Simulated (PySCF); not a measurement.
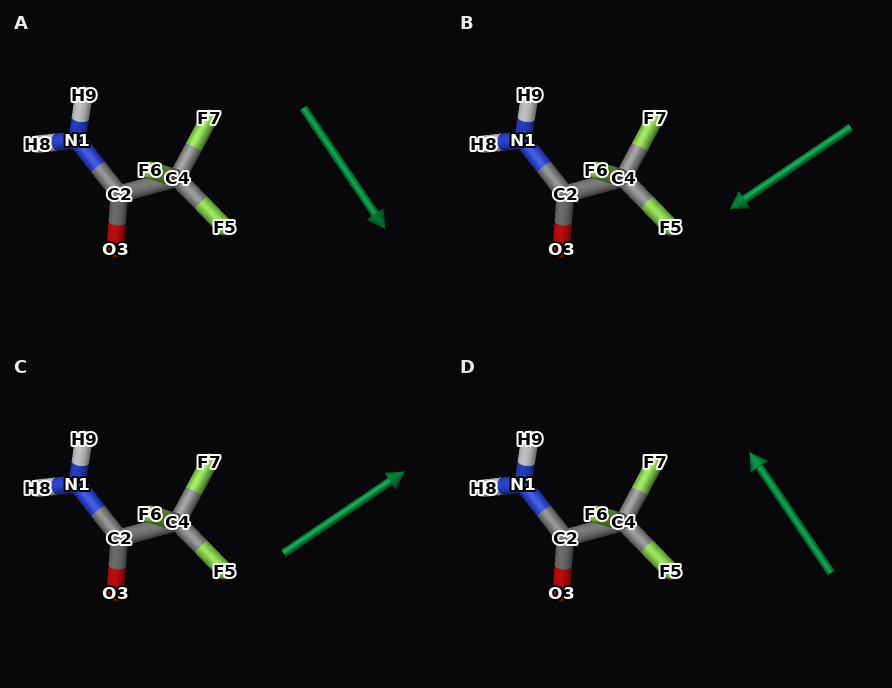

The same molecule four times, each with an arrow. The geometry was computed by an optimisation with GFN2-xTB. No frequency run is at hand to confirm it as a minimum. Method: CAM-B3LYP/def2-SVPD, gas phase (PySCF 2.14.0).

Question: Which arrow points along the dipole moment, from the negative to the positive end?

Answer: D. The dipole moment is 3.94 D; it points from the side of F5 to the side of H9 (the outermost atoms at the two ends).
